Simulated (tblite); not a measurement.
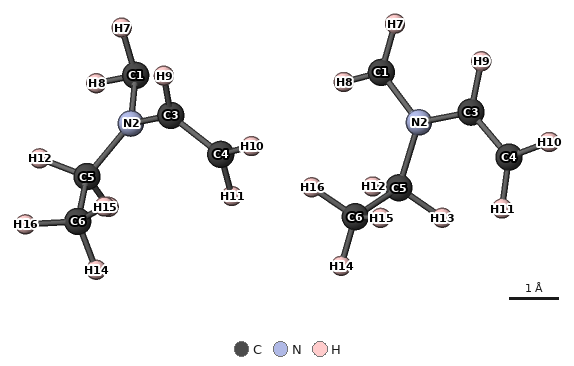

Two geometries of C5H10N (multiplicity 2), drawn at one scale. One is the start of a relaxation, the other its converged end. A ball-and-stick model, seen at a tilt.

Theory: GFN2-xTB geometry optimisation, gas phase in tblite 0.8.0. 

**Which of the two is the end point?**

The right one is the relaxed one. After 117 geometry steps the energy has fallen by 34.1 kcal/mol. The largest move after the best rigid fit is that of H12, 1.27 Å. Largest moves by element: H 1.27 Å, C 1.07 Å, N 0.03 Å. Near-neighbour distances that change, for instance: C1–N2 1.470 → 1.360 Å, C1–H7 1.137 → 1.070 Å, C1–H8 1.122 → 1.069 Å, C5–H13 1.126 → 1.093 Å. Among the angles between lasting bonds that change: H7–C1–H8 103.6° → 120.8°, N2–C1–H7 104.3° → 119.2°, N2–C3–H9 122.4° → 113.3°. Groups turn about N2–C5 by about 75°, N2–C3 by about 70°, C5–C6 by about 60°.
